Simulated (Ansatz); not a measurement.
## Fields on a plane of WB (space group I4_1/amd)

```
CELL_PARAMETERS angstrom
     -1.55049     1.55049     8.38770
      1.55049    -1.55049     8.38770
      1.55049     1.55049    -8.38770
ATOMIC_POSITIONS crystal
  B  0.40603 0.90603 0.50000
  B  0.65603 0.65603 0.00000
  B  0.34397 0.34397 0.00000
  B  0.09397 0.59397 0.50000
  W  0.55303 0.05303 0.50000
  W  0.80303 0.80303 0.00000
  W  0.19697 0.19697 0.00000
  W  0.94697 0.44697 0.50000
```

The slice is a (001) plane (indices of the conventional cell) through the point (0.803, 0.803, 0.000) (fractional), spanned by u = [101] and v = [011] in vectors of this cell: u (3.10 Å) and v (3.10 Å, at 90° to u). It covers one period; positions are fractions (u, v).

Atoms on it: W at (0.00, 0.00). Other atoms lie within 1 Å of the plane.

Computed with LDA (plane waves to 420 eV, PAW, scalar-relativistic; Ansatz, a program for electronic structure). k mesh 18×18×18. Inside the PAW spheres the values are not all-electron values, and peaks at nuclei hang on which shells count as valence. Spin-orbit coupling is left out, though W is heavy. WB is run without spin polarisation. WB was relaxed with its symmetry unable to fall.

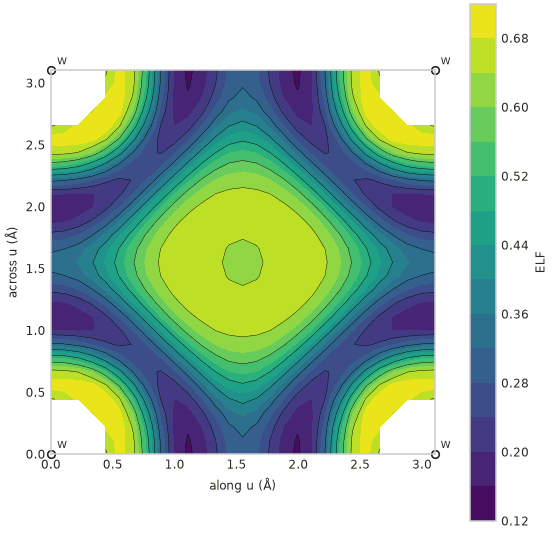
Electron localisation function (ELF), one period of the plane, atoms marked. Points within 0.4 Å of a nucleus are left white, as the pseudised field means little there.

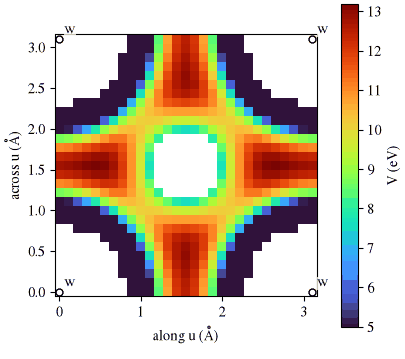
*Electrostatic potential energy of an electron, from the cell's mean, in eV, one period of the plane, atoms marked. Points within 0.8 Å of a nucleus are left white, as the pseudised field means little there. Values under 5 eV are set to 5. The zero, the cell's mean, hangs on the PAW cores.*
